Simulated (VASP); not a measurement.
# Which face does V expose?

Aim: compare the low-index faces of V at one level of theory.

Program: VASP 6.6.1. Level of theory: PBE, no spin polarisation; plane waves and PAW (V). Results are calculated unless marked as measured.

### 1. The structure

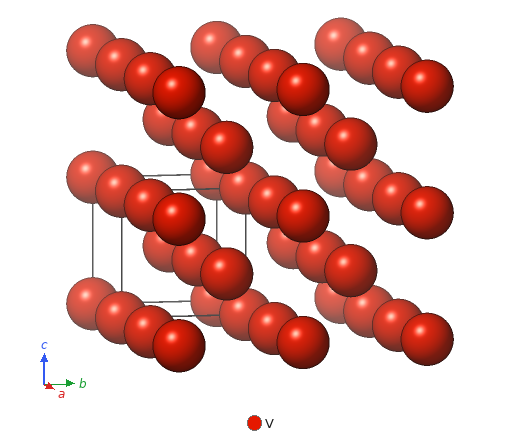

Start, viewed slightly off an axis; vanadium red. 3×2×2 cells are drawn. This picture shows the conventional cell, with its axes. Some periodic images of atoms are drawn too.

Structure file:

```xyz
1
Lattice="-1.5100 1.5100 1.5100 1.5100 -1.5100 1.5100 1.5100 1.5100 -1.5100" Properties=species:S:1:pos:R:3 pbc="T T T"
V     0.0000    0.0000    0.0000
```

### 2. The bulk reference, job relaxation, k-mesh 18×18×18

The bulk crystal is relaxed first, so that the slabs are cut at this functional's lattice.

INCAR reads:

```
SYSTEM = V
PREC = Accurate
ENCUT = 420
EDIFF = 1E-06
NELM = 120
ISMEAR = 1
SIGMA = 0.15
LREAL = .FALSE.
ALGO = Normal
GGA = PE
NBANDS = 8
LASPH = .TRUE.
LORBIT = 11
LWAVE = .FALSE.
LCHARG = .FALSE.
KPAR = 4
IBRION = 2
NSW = 30
ISIF = 3
EDIFFG = -0.01
POTIM = 0.4
```

POSCAR reads:

```
V
1.0
   -1.5100000000      1.5100000000      1.5100000000
    1.5100000000     -1.5100000000      1.5100000000
    1.5100000000      1.5100000000     -1.5100000000
V
1
Direct
    0.0000000000      0.0000000000      0.0000000000
```

KPOINTS reads:

```
Automatic mesh
0
Gamma
18 18 18
0 0 0
```

Potentials, in the order of the species: V (PBE family, release 64).

Command:

```
$ mpirun -np 4 vasp_std
```

Output:

```text
[banner, memory and clock lines left out]
running    4 mpi-ranks, on    1 nodes
 distrk:  each k-point on    1 cores,    4 groups
 distr:  one band on    1 cores,    1 groups

 POSCAR found type information on POSCAR V
 POSCAR found :  1 types and       1 ions
 LDA part: xc-table for (Slater+PW92), standard interpolation
 POSCAR, INCAR and KPOINTS ok, starting setup
 FFT: planning ... GRIDC
 FFT: planning ... GRID_SOFT
 FFT: planning ... GRID
 WAVECAR not read
 entering main loop
       N       E                     dE             d eps       ncg     rms          rms(c)
DAV:   1    -0.943765822929E+00   -0.94377E+00   -0.18806E+03  3200   0.506E+02
DAV:   2    -0.103205953482E+02   -0.93768E+01   -0.86766E+01  3200   0.597E+01
DAV:   3    -0.103746514294E+02   -0.54056E-01   -0.54014E-01  3992   0.662E+00
DAV:   4    -0.103749699646E+02   -0.31854E-03   -0.31853E-03  3560   0.419E-01
DAV:   5    -0.103749735075E+02   -0.35430E-05   -0.35435E-05  4024   0.359E-02    0.115E+01
DAV:   6    -0.899409590073E+01    0.13809E+01   -0.47857E+00  3360   0.323E+01    0.184E+00
DAV:   7    -0.894096789119E+01    0.53128E-01   -0.14189E-01  3952   0.484E+00    0.121E+00
DAV:   8    -0.892997712337E+01    0.10991E-01   -0.60834E-03  3240   0.112E+00    0.222E-01
DAV:   9    -0.892957089919E+01    0.40622E-03   -0.10268E-03  4392   0.244E-01    0.700E-02
DAV:  10    -0.892950962133E+01    0.61278E-04   -0.33970E-05  4432   0.639E-02    0.484E-03
DAV:  11    -0.892950763423E+01    0.19871E-05   -0.90046E-07  1776   0.997E-03    0.126E-03
DAV:  12    -0.892950821284E+01   -0.57861E-06   -0.60562E-08  1576   0.383E-03
   1 F= -.89295082E+01 E0= -.89295909E+01  d E =-.892951E+01
 curvature:   0.00 expect dE= 0.000E+00 dE for cont linesearch  0.000E+00
 trial: gam= 0.00000 g(F)=  0.523E-63 g(S)=  0.457E-01 ort = 0.000E+00 (trialstep = 0.100E+01)
 search vector abs. value=  0.457E-01
 bond charge predicted
       N       E                     dE             d eps       ncg     rms          rms(c)
DAV:   1    -0.898335738161E+01   -0.53850E-01   -0.29167E+00  3120   0.266E+01    0.245E+00
DAV:   2    -0.893926450529E+01    0.44093E-01   -0.14699E-01  3640   0.553E+00    0.483E-01
DAV:   3    -0.893586370466E+01    0.34008E-02   -0.45295E-03  4520   0.711E-01    0.138E-01
DAV:   4    -0.893520445453E+01    0.65925E-03   -0.12031E-03  3256   0.369E-01    0.470E-02
DAV:   5    -0.893520973264E+01   -0.52781E-05   -0.49409E-06  3784   0.171E-02    0.103E-02
DAV:   6    -0.893520682522E+01    0.29074E-05   -0.33523E-07  2160   0.729E-03    0.192E-04
DAV:   7    -0.893520692156E+01   -0.96336E-07   -0.10536E-08  1560   0.108E-03
   2 F= -.89352069E+01 E0= -.89351462E+01  d E =-.569871E-02
 trial-energy change:   -0.005699  1 .order   -0.004545   -0.045710    0.036620
 step:   0.5757(harm=  0.5552)  dis= 0.00000  next Energy=    -8.942887 (dE=-0.134E-01)
 bond charge predicted
       N       E                     dE             d eps       ncg     rms          rms(c)
DAV:   1    -0.895155161154E+01   -0.16345E-01   -0.53542E-01  3120   0.117E+01    0.101E+00
DAV:   2    -0.894375167443E+01    0.77999E-02   -0.28018E-02  3696   0.235E+00    0.233E-01
DAV:   3    -0.894314583764E+01    0.60584E-03   -0.62857E-04  4552   0.236E-01    0.837E-02
DAV:   4    -0.894301010361E+01    0.13573E-03   -0.27455E-04  3264   0.177E-01    0.136E-02
DAV:   5    -0.894300780448E+01    0.22991E-05   -0.26213E-06  3424   0.201E-02    0.189E-03
DAV:   6    -0.894300822709E+01   -0.42261E-06   -0.48210E-08  1840   0.310E-03
   3 F= -.89430082E+01 E0= -.89430131E+01  d E =-.135000E-01
 curvature:  -0.28 expect dE=-0.153E-10 dE for cont linesearch -0.153E-10
 trial: gam= 0.00000 g(F)=  0.211E-63 g(S)=  0.551E-10 ort =-0.159E-05 (trialstep = 0.915E+00)
 search vector abs. value=  0.155E-09
 reached required accuracy - stopping structural energy minimisation
```

Run time: 21 s. Hardware: 4 MPI ranks of AMD EPYC 7R43, shared host; peak memory 0.44 GiB; 81 s of CPU time.

Lines that name or quote the potential files are left out of all logs, and their timing lines are given in words.

Parts of OUTCAR (step 2):

```text
ion  position               nearest neighbor table
   1  0.000  0.000  0.000-

  LATTYP: Found a body centered cubic cell.
 ALAT       =     3.0200000000

 Subroutine GETGRP returns: Found 48 space group operations
 (whereof 48 operations were pure point group operations)

The static configuration has the point symmetry O_h .

 Found    195 irreducible k-points:

   k-points           NKPTS =    195   k-points in BZ     NKDIM =    195   number of bands    NBANDS=      8

   dimension x,y,z NGX =    18 NGY =   18 NGZ =   18
   dimension x,y,z NGXF=    36 NGYF=   36 NGZF=   36

   ENCUT  =  420.0 eV  30.87 Ry    5.56 a.u.   4.37  4.37  4.37*2*pi/ulx,y,z

   NELECT =       5.0000    total number of electrons

 k-points in reciprocal lattice and weights: Automatic mesh
   0.00000000  0.00000000  0.00000000       0.000
   0.05555556  0.00000000  0.00000000       0.002
   0.11111111  0.00000000  0.00000000       0.002
   0.16666667  0.00000000  0.00000000       0.002
   0.22222222  0.00000000  0.00000000       0.002
   0.27777778  0.00000000  0.00000000       0.002
   0.33333333  0.00000000  0.00000000       0.002
   0.38888889  0.00000000  0.00000000       0.002
   0.44444444  0.00000000  0.00000000       0.002
[...]
0.50000000  0.50000000  0.44444444       0.002
   0.50000000  0.50000000  0.50000000       0.000

 average (electrostatic) potential at core
       1 -38.9955

 E-fermi :   6.3199

 k-point     1 :       0.0000    0.0000    0.0000
  band No.  band energies     occupation
      1      -0.2438      2.00000
      2       6.7130     -0.00133
      3       6.7130     -0.00133
      4       6.7130     -0.00133
      5       8.7504     -0.00000
      6       8.7504     -0.00000
    ...

 k-point     2 :       0.0556    0.0000    0.0000
  band No.  band energies     occupation
      1      -0.1171      2.00000
      2       6.6590     -0.00631
      3       6.7025     -0.00184
      4       6.8041     -0.00005
      5       8.6878     -0.00000
      6       8.7541     -0.00000
    ...

 k-point     3 :       0.1111    0.0000    0.0000
  band No.  band energies     occupation
      1       0.2526      2.00000
      2       6.5064     -0.07081
      3       6.6541     -0.00715
      4       7.0717     -0.00000
      5       8.5427     -0.00000
      6       8.7674     -0.00000
    ...

  Total        0.0000218      0.0000218      0.0000218     -0.0000000      0.0000000      0.0000000
  in kB        0.0026475      0.0026475      0.0026475     -0.0000000      0.0000000      0.0000000
  external PRESSURE =       0.0026475 kB  Pullay stress =       0.0000000 kB

  energy-cutoff  :      420.00
  volume of cell :       13.20
      direct lattice vectors                 reciprocal lattice vectors
    -1.488918071  1.488918071  1.488918071     0.000000000  0.335814314  0.335814314
     1.488918071 -1.488918071  1.488918071     0.335814314  0.000000000  0.335814314
     1.488918071  1.488918071 -1.488918071     0.335814314  0.335814314  0.000000000

 POSITION                                       TOTAL-FORCE (eV/Angst)
 -----------------------------------------------------------------------------------
      0.00000      0.00000      0.00000         0.000000      0.000000     -0.000000
 -----------------------------------------------------------------------------------
    total drift:                               -0.000000     -0.000000      0.000000

  FREE ENERGIE OF THE ION-ELECTRON SYSTEM (eV)
  ---------------------------------------------------
  free  energy   TOTEN  =        -8.9430082271 eV

  energy  without entropy=       -8.9430227900  energy(sigma->0) =       -8.94301308

 reached required accuracy - stopping structural energy minimisation

 total charge
# of ion       s       p       d       tot
------------------------------------------
    1        0.588   0.664   3.579   4.831

[... 3 further parts left out ...]
```

Its electron count is odd, so without a moment it is a metal by construction. The data set V keeps the semicore shell frozen, which is cheaper and a little less accurate. The run keeps the 48 symmetry operations of its start, so it cannot find a distortion of lower symmetry.

Step by step:

```
step  energy less that of the first step (eV)  largest force (eV/Å)  pressure (GPa)  volume (Å³)
   1                                   0.0000                0.0000           -7.31        13.77
   2                                  -0.0057                0.0000            6.30        12.79
   3                                  -0.0135                0.0000            0.00        13.20
```

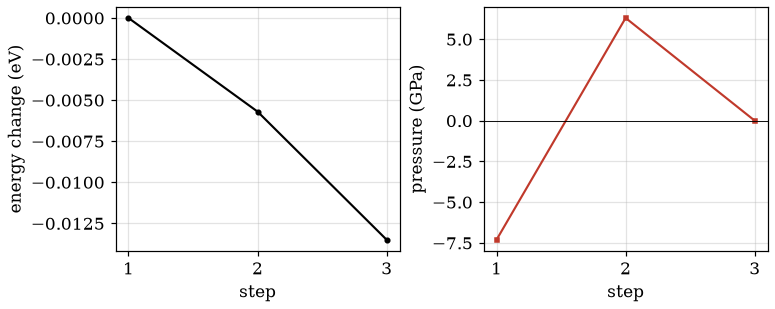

Energy and pressure along the relaxation.

```
conventional cell, symmetrised  before  after  change
                         a (Å)   3.020  2.978  -1.4 %
                         b (Å)   3.020  2.978  -1.4 %
                         c (Å)   3.020  2.978  -1.4 %
              volume (Å³/atom)   13.77  13.20  -4.1 %
```

The relaxed structure:

```
V
1.0
    -1.48892    1.48892    1.48892
     1.48892   -1.48892    1.48892
     1.48892    1.48892   -1.48892
V
1
Direct
  0.00000 0.00000 0.00000
```

This step gave:

- electronic steps: 25
- electrons: 5
- free energy (TOTEN): -8.943 eV
- Fermi energy: 6.320 eV
- metallic: yes

The run ended after 3 ionic steps, 0.014 eV below its first step, once forces and stress met EDIFFG = -0.01.

Energy at zero smearing: -8.94301 eV.

### 3. The bulk reference, job self-consistent run, k-mesh 22×22×22

INCAR reads:

```
SYSTEM = V
PREC = Normal
ENCUT = 320
EDIFF = 1E-06
NELM = 120
ISMEAR = 1
SIGMA = 0.15
LREAL = .FALSE.
ALGO = Fast
GGA = PE
NBANDS = 8
LASPH = .TRUE.
LORBIT = 11
LWAVE = .FALSE.
LCHARG = .FALSE.
KPAR = 4
```

POSCAR reads:

```
V
1.0
   -1.4889180705      1.4889180705      1.4889180705
    1.4889180705     -1.4889180705      1.4889180705
    1.4889180705      1.4889180705     -1.4889180705
V
1
Direct
    0.0000000000      0.0000000000      0.0000000000
```

KPOINTS reads:

```
Automatic mesh
0
Gamma
22 22 22
0 0 0
```

Command:

```
$ mpirun -np 4 vasp_std
```

Output:

```text
[... set-up lines as in an earlier step ...]
 entering main loop
       N       E                     dE             d eps       ncg     rms          rms(c)
DAV:   1    -0.303401846660E+01   -0.30340E+01   -0.16515E+03  5456   0.426E+02
DAV:   2    -0.102597166423E+02   -0.72257E+01   -0.67437E+01  5392   0.533E+01
DAV:   3    -0.103004453387E+02   -0.40729E-01   -0.40697E-01  6656   0.567E+00
DAV:   4    -0.103006728655E+02   -0.22753E-03   -0.22752E-03  5944   0.343E-01
DAV:   5    -0.103006753008E+02   -0.24353E-05   -0.24348E-05  6856   0.289E-02    0.121E+01
RMM:   6    -0.900344907253E+01    0.12972E+01   -0.13300E+00  5899   0.165E+01    0.181E+00
RMM:   7    -0.895048102828E+01    0.52968E-01   -0.16476E-01  5767   0.358E+00    0.118E+00
RMM:   8    -0.894108165201E+01    0.93994E-02   -0.36922E-02  5929   0.209E+00    0.168E-01
RMM:   9    -0.894209026323E+01   -0.10086E-02   -0.93144E-03  6284   0.706E-01    0.145E-01
RMM:  10    -0.894206817546E+01    0.22088E-04   -0.29046E-03  5917   0.839E-01    0.143E-01
RMM:  11    -0.894199207300E+01    0.76102E-04   -0.46105E-04  6183   0.163E-01    0.660E-02
RMM:  12    -0.894196515631E+01    0.26917E-04   -0.76634E-05  5986   0.801E-02    0.227E-02
RMM:  13    -0.894196002160E+01    0.51347E-05   -0.16903E-05  6059   0.416E-02    0.494E-03
RMM:  14    -0.894196006879E+01   -0.47185E-07   -0.57949E-06  5225   0.204E-02
   1 F= -.89419601E+01 E0= -.89419344E+01  d E =-.771101E-04
```

Wall time 8.4 s (4 MPI ranks); peak memory 0.35 GiB; 30 s of CPU time.

OUTCAR, selected parts (step 3):

```text
  LATTYP: Found a body centered cubic cell.
 ALAT       =     2.9778361410

The static configuration has the point symmetry O_h .

 Found    328 irreducible k-points:

   k-points           NKPTS =    328   k-points in BZ     NKDIM =    328   number of bands    NBANDS=      8

   dimension x,y,z NGX =    12 NGY =   12 NGZ =   12
   dimension x,y,z NGXF=    24 NGYF=   24 NGZF=   24

   ENCUT  =  320.0 eV  23.52 Ry    4.85 a.u.   3.76  3.76  3.76*2*pi/ulx,y,z

   NELECT =       5.0000    total number of electrons

 E-fermi :   6.3238

 k-point     1 :       0.0000    0.0000    0.0000
  band No.  band energies     occupation
      1      -0.2438      2.00000
      2       6.7115     -0.00157
      3       6.7115     -0.00157
      4       6.7115     -0.00157
      5       8.7488     -0.00000
      6       8.7488     -0.00000
    ...

 k-point     2 :       0.0455    0.0000    0.0000
  band No.  band energies     occupation
      1      -0.1588      2.00000
      2       6.6752     -0.00455
      3       6.7048     -0.00193
      4       6.7726     -0.00020
      5       8.7061     -0.00000
      6       8.7513     -0.00000
    ...

  Total        0.0010870      0.0010870      0.0010870      0.0000000      0.0000000      0.0000000
  in kB        0.1319072      0.1319072      0.1319072      0.0000000      0.0000000      0.0000000
  external PRESSURE =       0.1319072 kB  Pullay stress =       0.0000000 kB

  energy-cutoff  :      320.00
  volume of cell :       13.20
      direct lattice vectors                 reciprocal lattice vectors
    -1.488918071  1.488918071  1.488918071     0.000000000  0.335814314  0.335814314
     1.488918071 -1.488918071  1.488918071     0.335814314  0.000000000  0.335814314
     1.488918071  1.488918071 -1.488918071     0.335814314  0.335814314  0.000000000

 POSITION                                       TOTAL-FORCE (eV/Angst)
 -----------------------------------------------------------------------------------
      0.00000      0.00000      0.00000        -0.000000      0.000000     -0.000000
 -----------------------------------------------------------------------------------
    total drift:                               -0.000000      0.000000      0.000000

  FREE ENERGIE OF THE ION-ELECTRON SYSTEM (eV)
  ---------------------------------------------------
  free  energy   TOTEN  =        -8.9419600688 eV

  energy  without entropy=       -8.9418829587  energy(sigma->0) =       -8.94193437

 total charge
# of ion       s       p       d       tot
------------------------------------------
    1        0.587   0.666   3.578   4.831

[... 2 parts as in an earlier step ...]

[... 6 further parts left out ...]
```

This step gave:

- electronic steps: 14
- free energy (TOTEN): -8.942 eV
- Fermi energy: 6.324 eV

Energy at zero smearing: -8.94193 eV.

The run ends at a pressure of 0.01 GPa.

(Part 1 of 6 ends here.)

[Lines on the potential files, build, host, timing and source positions are cut from VASP's logs without a mark.]

[Logs are printed without paths, hosts, clocks, repeated set-up lines and the standing remarks that a program may print on its own settings, such as how far it seeks lower states.]

[Hosts, paths, dates, database ids (printed as entryN), source tags and the programs' standing remarks are cut or masked in the printed files.]

[Runs that stopped without an error message from VASP are left out.]
